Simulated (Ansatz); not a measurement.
**A small benchmark: dipole moment**

6 molecules with halogens; the dipole moment in D, computed less measured. Shapes, held fixed at every level: PBE0-D4/def2-TZVP. No vibrational averaging. Dipoles are compared by magnitude; molecules under 1 D, whose direction can flip, are left out. Programs: Ansatz 0.2.0. Measured values: NIST CCCBDB.

Levels: A = PBE-D4/def2-TZVPP; B = B3LYP-D4/def2-TZVPP; C = wB97M-V/def2-TZVPP.

```tsv
molecule	measured	A	B	C
CuF (fluorocopper)	5.77	-1.19	-0.67	-0.38
CH2F2 (difluoromethane)	1.97	-0.25	-0.10	-0.11
CHBrF2 (bromodifluoromethane)	1.50	-0.22	-0.13	-0.13
SiH2Cl2 (dichlorosilane (DCS))	1.13	-0.09	+0.01	0.00
SiH3Cl (chlorosilane)	1.31	-0.15	-0.06	-0.07
C3H7Cl (2-chloropropane)	2.17	-0.11	-0.05	-0.05
```

Task: Which level does best on this set, which worst, and which err to one side?

Result: 
```csv
level,kind,mean error,mean absolute error,worst case
PBE-D4/def2-TZVPP,GGA,-0.335,0.335,CuF
B3LYP-D4/def2-TZVPP,global hybrid,-0.167,0.170,CuF
wB97M-V/def2-TZVPP,range-separated hybrid,-0.123,0.123,CuF
```

On this set wB97M-V/def2-TZVPP has the smallest mean absolute error and PBE-D4/def2-TZVPP the largest. PBE-D4/def2-TZVPP is too low in 6 of 6; B3LYP-D4/def2-TZVPP is too low in 5 of 6; wB97M-V/def2-TZVPP is too low in 5 of 6. All levels miss CuF on one side, which points to its shape or to the tabulated value. Relativity is left out for Br, Cu. The set is small.

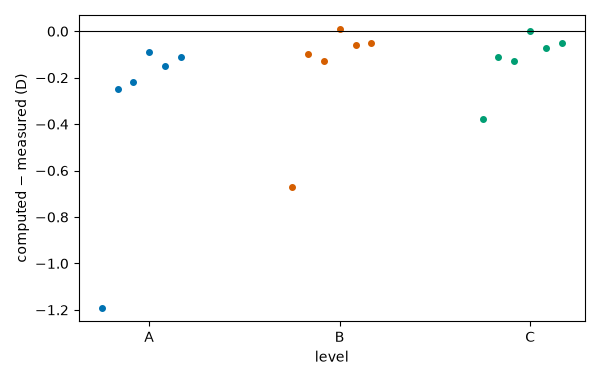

Errors of each level, one point a molecule.
